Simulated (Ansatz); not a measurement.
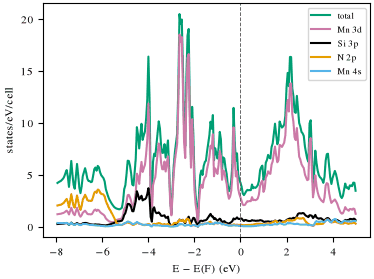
*Total and projected density of states of Mn₃SiN in space group R-3m (No. 166; Si on 3a, N on 3b, Mn on 9e), the program Ansatz at the r²SCAN level (PAW)*

### Question
Which orbitals carry the states next to the Fermi level?

### Answer
Within 0.5 eV of the Fermi level: Mn 3d 74 %, Si 3p 13 %, outside the projected shells 5 %. Projections are on Löwdin-orthogonalised atomic valence shells; empty p or d shells of many metals are not among them.

### Question
Where is the tallest occupied peak in this window, and what makes it?

### Answer
Near -2.6 eV, about 20 states/eV per cell; the largest projected share is Mn 3d.

The start of the workflow was typed in or built on a structure type; neither database checked (COD, Materials Project) lists it. Its standing as an ambient phase is unchecked. The cell was relaxed with r²SCAN under the symmetry of its start, as lowered by the spin order; its stability against distortions is not shown here. The final state is antiferromagnetic, chosen from 4 collinear starts compared on coarse meshes (ties went to the first, and starts can fall back to one state), not a proven ground state. Other orbital occupations within this spin state were not tried. No Hubbard U is applied.

Potentials: the earlier of the program's two PAW sets.
